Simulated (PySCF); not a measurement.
# F₂OS, SMILES `O=S(F)F`: electronic structure

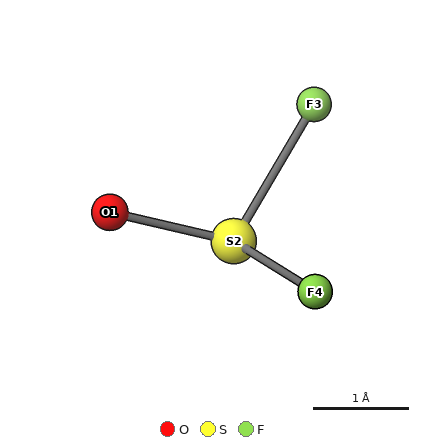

The molecule, with its atoms numbered as below. No frequency check shows the geometry to be a minimum.

Geometry (Å), atoms numbered from 1:

```
O1      -1.3734   -0.0134    0.3741
S2      -0.2009   -0.0025   -0.4086
F3       0.7764    1.2084    0.1967
F4       0.8016   -1.1921    0.1972
```

Part 1: Bonding charge

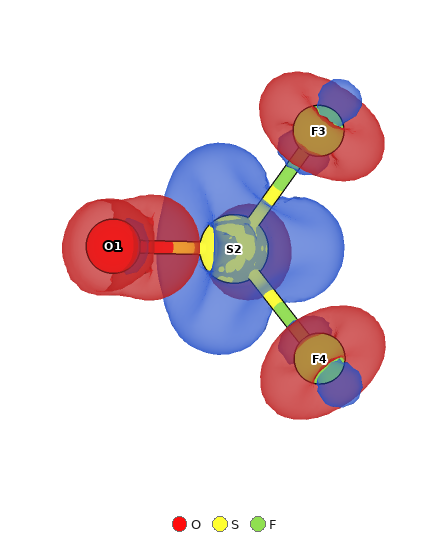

Deformation density (molecule less spherical, spin-averaged free atoms at the same positions), surfaces at ±0.09 e/Å³; red: gain, blue: loss.

Computed with PySCF, TPSS/6-311G**, geometry: GFN2-xTB.

**Describe the bonding that the map shows.**

O1–S2: +0.19 e/Å³ at the bond critical point (bond length 1.41 Å, Mayer order 1.9). S2–F4 and S2–F3: −0.04 e/Å³ at the bond critical point (bond length 1.67 Å, Mayer order 0.8). In all, 1.0 electrons gather in the regions of gain relative to the promolecule. A small or negative value marks a very polar bond, one between electron-rich atoms, whose free-atom densities already overlap strongly, a long bond to a heavier atom, or a closed-shell contact such as a hydrogen bond.

**Where do the Hirshfeld charges lie?**

The highest Hirshfeld charge is on S2 (+0.52 e), the lowest on O1 (−0.21 e).

Part 2: Bond critical points

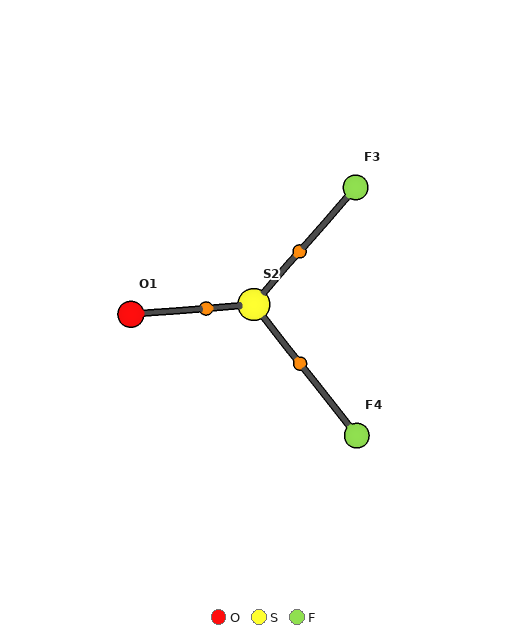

Molecular graph of the electron density (QTAIM): bond paths, bond critical points (orange), ring points (yellow, if any); weak paths are dashed.

**How many critical points of each kind are there, and does the count close?**

4 nuclei, 3 bond, 0 ring and 0 cage critical points: 4 − 3 + 0 − 0 = 1, as the Poincaré–Hopf relation requires.

**What does the calculation give at each kind of bond critical point?**

| bond | length (Å) | ρ (a.u.) | ∇²ρ (a.u.) | ε | H (a.u.) |
| --- | --- | --- | --- | --- | --- |
| O1–S2 | 1.410 | 0.308 | +1.58 | 0.01 | −0.351 |
| S2–F4 (2 alike) | 1.669 | 0.178 | −0.10 | 0.07 | −0.155 |

**What kind of interaction is O1–S2?**

Polar or intermediate (positive Laplacian, negative energy density H): ρ = 0.308, ∇²ρ = +1.58, H = −0.351 a.u.

Part 3: Local ionisation energy

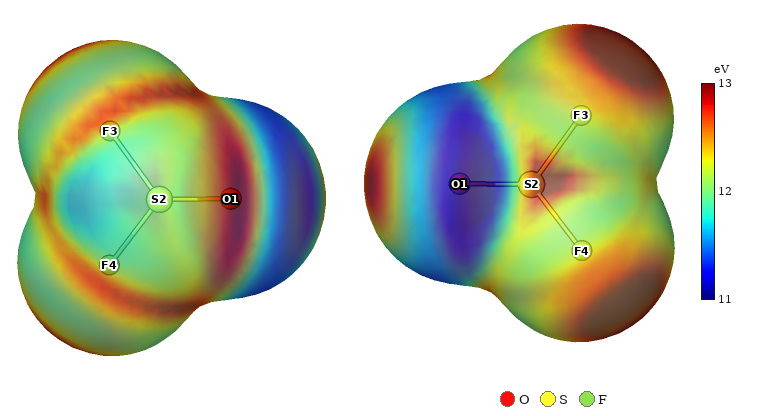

Average local ionisation energy on the surface of electron density 0.001 a.u. (back view left, front view right).

**Where are the most loosely bound electrons on this surface?**

The lowest value is 11.0 eV, 1.8 Å from O1. Further minima include 11.1 eV, 1.8 Å from O1; 11.6 eV, 2.0 Å from S2; 11.9 eV, 1.7 Å from F3, and at like points elsewhere. For comparison, the highest occupied orbital lies at −8.5 eV.

Part 4: Excited states

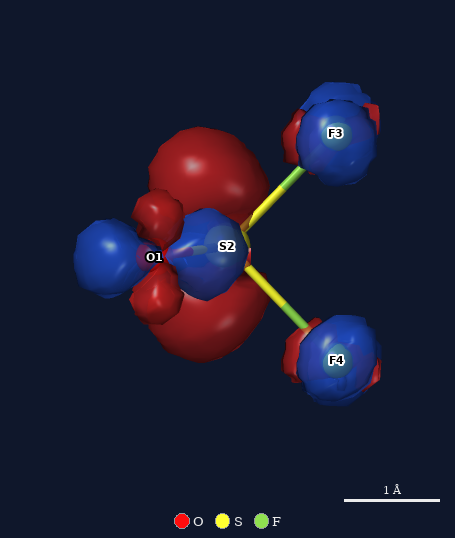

Unrelaxed difference density of S₃ less the ground state (full linear response singlet states), ±0.08 e/Å³; red: gain, blue: loss.

Method: PBE0/def2-TZVP; geometry: GFN2-xTB; program: PySCF. Without diffuse functions Rydberg states are missing, so the states' numbers hold for this basis only.

**How does the charge move on excitation?**

0.70 e is displaced in all, of which about 0.4 e passes between atoms: F3 and F4 (0.14 e each) and O1 (0.13 e) lose electrons and S2 (0.40 e) gains them. The state: 8.17 eV (152 nm), f = 0.009; the leading pair carries 97 %; hole on O1 (31 %), F3 and F4 (24 % each) and S2 (20 %), electron on S2 (60 %), O1 (18 %) and F3 and F4 (11 % each); their centroids lie 0.5 Å apart.

Part 5: Localised orbitals

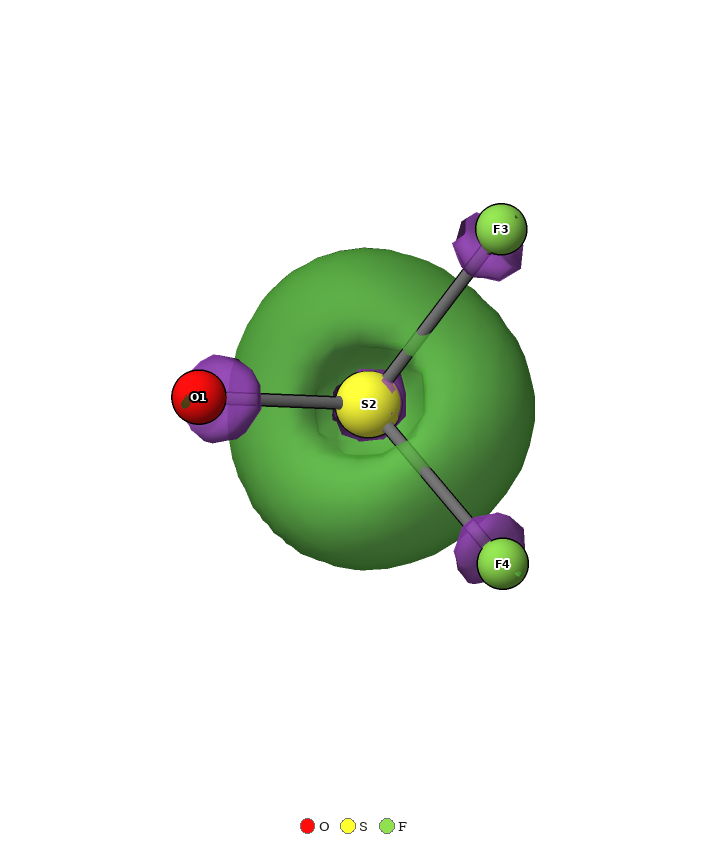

Foster–Boys orbitals, occupied; each surface holds about 85 % of the orbital's density. Energies are diagonal elements of the Fock matrix.

Method: ωB97X/6-311G**; geometry: GFN2-xTB; program: PySCF.

**What does this orbital represent?**

Lone pair on S2 (sp0.6-type) (S2 98 %; −18.0 eV).

The PySCF runs shown took 7.3 s, 2.2 min and 3.8 s on 1 thread of AMD EPYC 7R43 64-Core Processor (Zen 3), on a shared host.
